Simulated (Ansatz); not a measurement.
**FCI/STO-3G run of OF (Oxygen monofluoride)**

Aim: the electronic atomisation energy of OF (Oxygen monofluoride) at FCI/STO-3G, from 3 runs. 

The results are computed with Ansatz 0.2.0.

43 further runs of the same task are left out: 6 that didn't finish, 37 set aside as unsound or not needed.

## 1. The structure to begin with

OF has 2 atoms, charge 0, and is taken as a doublet. As SMILES, `[O]F`. The coordinates come from a GFN2-xTB relaxation.

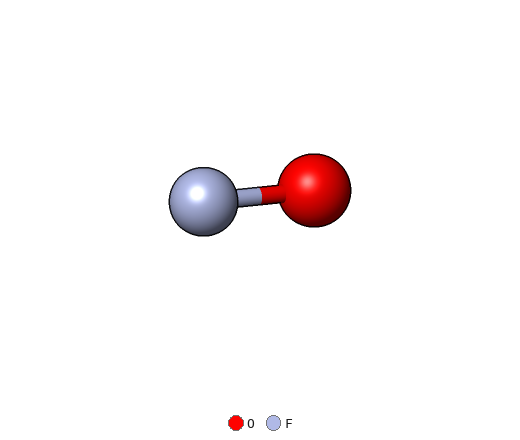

The structure, seen from a chosen angle (oxygen red, fluorine light blue).

## 2. The energy at FCI/STO-3G

job.yaml reads:

```yaml
crystal:
  periodic: [false, false, false]
  atoms:
    - {symbol: O, position_ang: [0.000000, 0.000000, 0.000000]}
    - {symbol: F, position_ang: [0.000000, 0.000000, 1.298450]}
basis:
  gaussian:
    orbitals: STO-3G
accuracy: high
correlation:
  method: fci
  frozen_orbitals: {F: 1, O: 1}
magnetization:
  spin_polarized: true
  initial_magnetization: 1
```

Command:

```sh
ansatz run job.yaml --threads 1 --pin off --max-ram 2610MiB --events-out events.jsonl --progress --plain --runs-dir runs
```

The log of the run:

```text
Warning: RAYON_NUM_THREADS=1 ignored (pool sized by the plan → 1); use --threads N
Functional definition: HF
  name "HF"
  exchange = exact_x
  correlation = 0
149 factors; integrals over basis functions are off by at most 4.4e-8 eV
mean field evaluation 1: about -4673.9655 eV, gradient 7.3e0 eV
mean field evaluation 2: about -4674.0697 eV, gradient 7.4e0 eV
mean field evaluation 4: about -4674.7684 eV, gradient 2.3e0 eV
mean field evaluation 8: about -4674.9327 eV, gradient 9.2e-2 eV
mean field evaluation 16: about -4674.9307 eV, gradient 2.9e-8 eV
mean field -4674.93074780 eV, -171.8005361999 hartree, gradient 3.0e-8 eV, S^2 0.757356; 2 other end points of the search recorded, 0 dependent functions left out
mean field evaluation 32: about -4674.7774 eV, gradient 3.0e-1 eV
2 core orbitals not correlated: weight in the atoms' cores, before any rotation towards them, 1.000 or more for the frozen orbitals, at most 0.000 for the correlated occupied ones
reference -4674.89787176 eV, -171.7993280277 hartree; 7, 6 occupied and 1, 2 virtual orbitals, 149 factors
state -4676.59622088 eV, -171.8617412067 hartree
Total energy: -4676.59622088 eV, -171.8617412067 hartree
```

It took 0.65 s on 1 thread of Arm Neoverse V1, shared host.

## 3. The F atom, same level

run.yaml reads:

```yaml
crystal:
  periodic: [false, false, false]
  atoms:
    - symbol: F
      position_ang: [0.000000, 0.000000, 0.000000]
basis:
  gaussian:
    orbitals: STO-3G
magnetization:
  spin_polarized: true
  initial_magnetization: 1
correlation:
  method: fci
  frozen_orbitals: {F: 1}
accuracy: high
```

Run the same way, it converges to -97.98651 Eh (log not shown).

## 4. The O atom

run.yaml reads:

```yaml
crystal:
  periodic: [false, false, false]
  atoms:
    - {symbol: O, position_ang: [0.000000, 0.000000, 0.000000]}
basis:
  gaussian:
    orbitals: STO-3G
magnetization:
  spin_polarized: true
  initial_magnetization: 2
correlation:
  method: fci
  frozen_orbitals: {O: 1}
accuracy: high
```

Run the same way, it converges to -73.80415 Eh (log not shown).

## 5. Outcome

Level: FCI/STO-3G, 2 core orbitals frozen.

```
                                             quantity          value
                               molecule: total energy  -171.86174 Eh
molecule: correlation energy (2 core orbitals frozen)      -62.4 mEh
                                 F atom: total energy   -97.98651 Eh
   F atom: correlation energy (1 core orbital frozen)        0.0 mEh
                                 O atom: total energy   -73.80415 Eh
   O atom: correlation energy (1 core orbital frozen)        0.0 mEh
                        electronic atomisation energy       1.934 eV
```

**Reading.** Taking the molecule apart into free atoms costs 1.93 eV (45 kcal/mol), before zero-point energy and without spin-orbit coupling. In a minimal basis such a difference can be off by several eV, whatever the method.
